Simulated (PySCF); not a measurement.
# InCNClF (SMILES N#[C][In]([F])[Cl]) at M06-L/def2-SVP (core potential)

Aim: the energy change on altering one bond length of InCNClF at M06-L/def2-SVP (core potential), from 2 runs. Input form: a Python script.

The calculation is run with PySCF 2.14.0.

1 further run of the same task is left out (set aside as unsound or not needed).

**1. The molecule**

InCNClF has 5 atoms, charge 0, and is taken as a singlet. As SMILES, `N#[C][In]([F])[Cl]`. The coordinates come from a PBE0-D4/def2-TZVP relaxation.

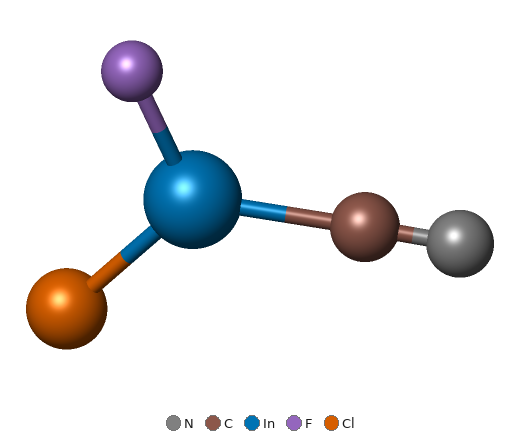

The structure, seen from a chosen angle (nitrogen grey, carbon brown, indium blue, fluorine purple, chlorine orange).

**2. A single-point energy at M06-L/def2-SVP (core potential)**

Contents of job.py:

```python
from pyscf import gto, dft

mol = gto.M(
    atom='''
N   -1.392600   1.451400   1.648800
C   -0.781900   0.784400   0.934900
In   0.330400  -0.389600  -0.376400
F    0.434400  -2.280900  -0.039700
Cl   1.459700   0.361000  -2.209100
''',
    verbose=4,
    max_memory=1860,
    ecp={'In': 'def2-svp'},
    charge=0,
    basis='def2-svp',
)

mf = dft.RKS(mol)
mf.xc = 'm06-l'
mf.grids.level = 5
mf.conv_tol = 1e-10
mf.kernel()
if not mf.converged:
    mf = mf.newton().run(mf.mo_coeff, mf.mo_occ)

e_tot = mf.e_tot
print('E(%s) = %.9f' % ('M06-L', e_tot))
```

On the command line:

```
$ OMP_NUM_THREADS=1 python job.py
```

The log of the run:

```text
PySCF version 2.14.0

[INPUT] num. atoms = 5
[INPUT] num. electrons = 60
[INPUT] charge = 0
[INPUT] spin (= nelec alpha-beta = 2S) = 0
[INPUT] symmetry False subgroup None
[INPUT] Mole.unit = angstrom
[INPUT] Symbol           X                Y                Z      unit          X                Y                Z       unit  Magmom
[INPUT]  1 N     -1.392600000000   1.451400000000   1.648800000000 AA   -2.631632601069   2.742748497194   3.115780434183 Bohr   0.0
[INPUT]  2 C     -0.781900000000   0.784400000000   0.934900000000 AA   -1.477576856797   1.482301172109   1.766704953856 Bohr   0.0
[INPUT]  3 In     0.330400000000  -0.389600000000  -0.376400000000 AA    0.624365511556  -0.736237298131  -0.711292913286 Bohr   0.0
[INPUT]  4 F      0.434400000000  -2.280900000000  -0.039700000000 AA    0.820897028511  -4.310276317520  -0.075022127145 Bohr   0.0
[INPUT]  5 Cl     1.459700000000   0.361000000000  -2.209100000000 AA    2.758433224028   0.682191130968  -4.174593981777 Bohr   0.0

nuclear repulsion = 275.341192927487
number of shells = 36
number of NR pGTOs = 169
number of NR cGTOs = 86
basis = def2-svp
ecp = {'In': 'def2-svp'}

******** <class 'pyscf.dft.rks.RKS'> ********
method = RKS
initial guess = minao
damping factor = 0
level_shift factor = 0
DIIS = <class 'pyscf.scf.diis.CDIIS'>
diis_start_cycle = 1
diis_space = 8
diis_damp = 0
SCF conv_tol = 1e-10
SCF conv_tol_grad = None
SCF max_cycles = 50
direct_scf = True
direct_scf_tol = 1e-13
XC library pyscf.dft.libxc version 7.0.0
    S. Lehtola, C. Steigemann, M. J.T. Oliveira, and M. A.L. Marques.,  SoftwareX 7, 1–5 (2018)
XC functionals = m06-l
    Y. Zhao and D. G. Truhlar.,  Theor. Chem. Acc. 120, 215 (2008)
radial grids:
    Treutler-Ahlrichs [JCP 102, 346 (1995); DOI:10.1063/1.469408] (M4) radial grids

becke partition: Becke, JCP 88, 2547 (1988); DOI:10.1063/1.454033
pruning grids: <function nwchem_prune>
grids dens level: 5
symmetrized grids: False
atomic radii adjust function: <function treutler_atomic_radii_adjust>
small_rho_cutoff = 0
Set gradient conv threshold to 1e-05
Initial guess from minao.
tot grids = 219344
init E= -822.114831481046
  HOMO = -0.63840781956222  LUMO = -0.5863814654968  gap/eV = 1.41571
cycle= 1 E= -841.605099970217  delta_E= -19.5  |g|= 2.23  |ddm|=   13
  HOMO = 0.0277930473794885  LUMO = 0.0341784922620878  gap/eV = 0.17376
cycle= 2 E= -831.274841611008  delta_E= 10.3  |g|= 5.55  |ddm|= 8.28
  HOMO = -0.195517009119517  LUMO = -0.0484631079109303  gap/eV = 4.00154
cycle= 3 E= -841.970956074281  delta_E= -10.7  |g|= 1.91  |ddm|= 4.95
  HOMO = -0.284092566515198  LUMO = -0.106061090352918  gap/eV = 4.84448
cycle= 4 E= -842.74330999062  delta_E= -0.772  |g|= 0.887  |ddm|= 2.14
  HOMO = -0.286484251315478  LUMO = -0.12993230719269  gap/eV = 4.26000
cycle= 5 E= -842.783818423457  delta_E= -0.0405  |g|= 0.768  |ddm|= 1.02
  HOMO = -0.313624842324554  LUMO = -0.117962621091111  gap/eV = 5.32424
cycle= 6 E= -842.911179149421  delta_E= -0.127  |g|= 0.101  |ddm|= 0.575
  HOMO = -0.31201633731728  LUMO = -0.115552339690041  gap/eV = 5.34606
cycle= 7 E= -842.914012436623  delta_E= -0.00283  |g|= 0.0556  |ddm|= 0.164
  HOMO = -0.312805967403475  LUMO = -0.117989300115863  gap/eV = 5.30123
cycle= 8 E= -842.9145868861  delta_E= -0.000574  |g|= 0.016  |ddm|= 0.0633
  HOMO = -0.31533236112632  LUMO = -0.118111339873624  gap/eV = 5.36666
cycle= 9 E= -842.914646597628  delta_E= -5.97e-05  |g|= 0.00505  |ddm|= 0.0253
  HOMO = -0.314441277071607  LUMO = -0.117888251327191  gap/eV = 5.34848
cycle= 10 E= -842.914655116704  delta_E= -8.52e-06  |g|= 0.000357  |ddm|= 0.00785
  HOMO = -0.314427571658876  LUMO = -0.117843829682555  gap/eV = 5.34932
cycle= 11 E= -842.914655155964  delta_E= -3.93e-08  |g|= 0.000131  |ddm|= 0.000698
  HOMO = -0.314428038030565  LUMO = -0.117844982823188  gap/eV = 5.34930
cycle= 12 E= -842.914655160482  delta_E= -4.52e-09  |g|= 2.36e-05  |ddm|= 0.00019
  HOMO = -0.314428016001246  LUMO = -0.11784564788284  gap/eV = 5.34928
cycle= 13 E= -842.914655160595  delta_E= -1.13e-10  |g|= 1.36e-05  |ddm|= 4.23e-05
  HOMO = -0.314427759631116  LUMO = -0.11784458299108  gap/eV = 5.34930
cycle= 14 E= -842.914655160635  delta_E= -3.96e-11  |g|= 1.71e-06  |ddm|= 1.25e-05
  HOMO = -0.314427570993725  LUMO = -0.117844517777619  gap/eV = 5.34930
Extra cycle  E= -842.91465516064  delta_E= -5.46e-12  |g|= 3.78e-06  |ddm|= 5.42e-06
converged SCF energy = -842.91465516064
E(M06-L) = -842.914655161
```

Wall time 39 s (1 thread of Intel Xeon at 2.70GHz, shared host); peak memory 0.45 GiB.

**3. The distorted shape at the same level**

Contents of input.py:

```python
from pyscf import gto, dft

system = gto.M(
    atom=[
    ('N', (-1.575799, 1.651488, 1.862957)),
    ('C', (-0.781900, 0.784400, 0.934900)),
    ('In', (0.330400, -0.389600, -0.376400)),
    ('F', (0.434400, -2.280900, -0.039700)),
    ('Cl', (1.459700, 0.361000, -2.209100)),
],
    basis='def2-svp',
    max_memory=1860,
    verbose=3,
    ecp={'In': 'def2-svp'},
)

myscf = dft.RKS(system, xc='m06-l')
myscf.conv_tol = 1e-10
myscf.grids.level = 5
myscf.kernel()
if not myscf.converged:
    myscf = myscf.newton().run(myscf.mo_coeff, myscf.mo_occ)

e_final = myscf.e_tot
print('E = %.10f Eh' % e_final)
```

On the command line:

```
$ OMP_NUM_THREADS=1 python input.py
```

The log of the run:

```text
converged SCF energy = -842.789175540398
E = -842.7891755404 Eh
```

Run time: 31 s. Hardware: 1 thread of Intel Xeon at 2.70GHz, shared host; peak memory 0.45 GiB.

**4. Outcome**

Level: M06-L/def2-SVP (core potential).

```
                                                         quantity          value
                                        first shape: total energy  -842.91466 Eh
                                       first shape: dipole moment         1.30 D
                                         first shape: HOMO energy       -8.56 eV
                                         first shape: LUMO energy       -3.21 eV
                                       first shape: HOMO–LUMO gap        5.35 eV
                                    distorted shape: total energy  -842.78918 Eh
                                   distorted shape: dipole moment         1.23 D
                                     distorted shape: HOMO energy       -8.04 eV
                                     distorted shape: LUMO energy       -4.14 eV
                                   distorted shape: HOMO–LUMO gap        3.90 eV
energy change with the N1–C2 bond stretched from 1.152 to 1.498 Å       3.414 eV
```

With the N1–C2 bond stretched from 1.152 to 1.498 Å the energy rises by 3.41 eV (329 kJ/mol). The first shape isn't relaxed at this level, so the change isn't measured from a minimum. Mulliken charges (first shape) run from -0.44 on F4 to +0.96 on In3; they depend strongly on the basis.
